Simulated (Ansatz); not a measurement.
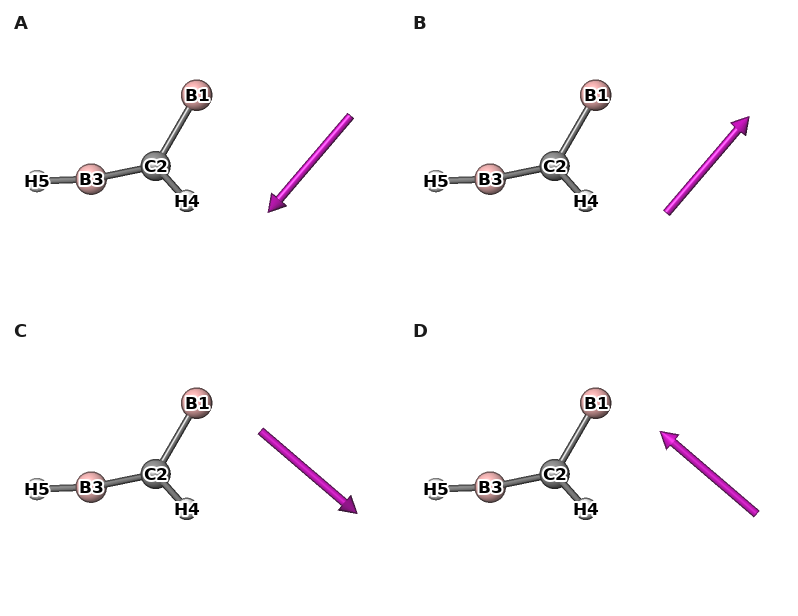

The same molecule four times, each with an arrow. Computed geometry: PBE-D4/def2-SVP optimisation. No frequency run is at hand to confirm it as a minimum. Properties computed with RKS PBE-D4/def2-SVP (Ansatz 0.2.0).

Which arrow points along the dipole moment, from the negative to the positive end?

A. The dipole moment is 3.26 D; it points from the side of B1 to the side of H5 (the outermost atoms at the two ends).
